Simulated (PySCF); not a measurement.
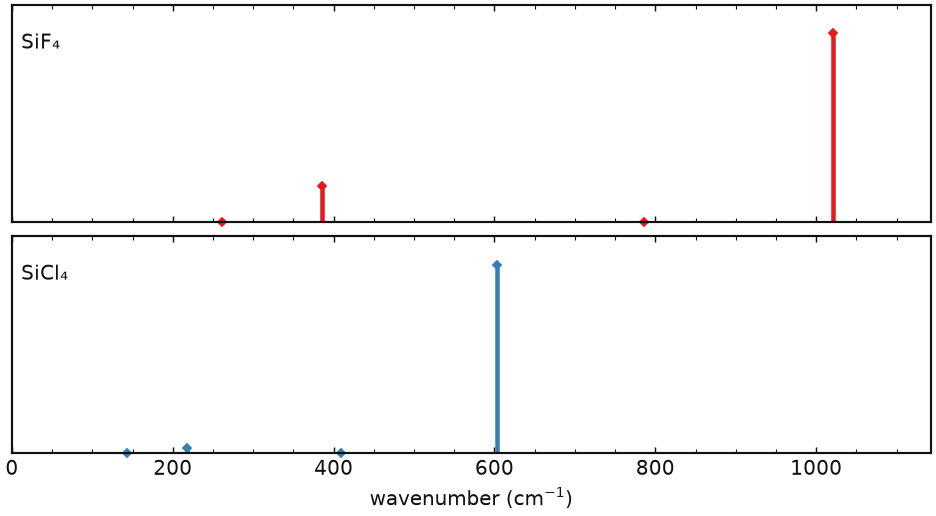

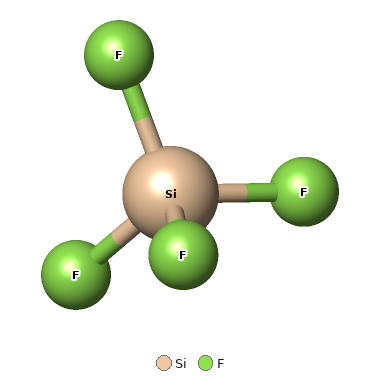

Harmonic infrared lines of SiF₄ and SiCl₄, all Td singlets, each the lowest point that its search found (SiF₄ is drawn); the ligand atom changes down one group of the periodic table. B3LYP/def2-TZVP, PySCF 2.14.0, unscaled, no spin-orbit coupling; each panel is scaled to its strongest line, degenerate modes are one line with their intensities summed, and dots on the axis are modes too weak to show or inactive.

How do the bond length and the stretches change along the series?

Answer. Mean bond length: SiF₄ 1.568, SiCl₄ 2.036 Å, rising down the group. Highest t2 mode: SiF₄ 1021, SiCl₄ 603 cm⁻¹, falling down the group.
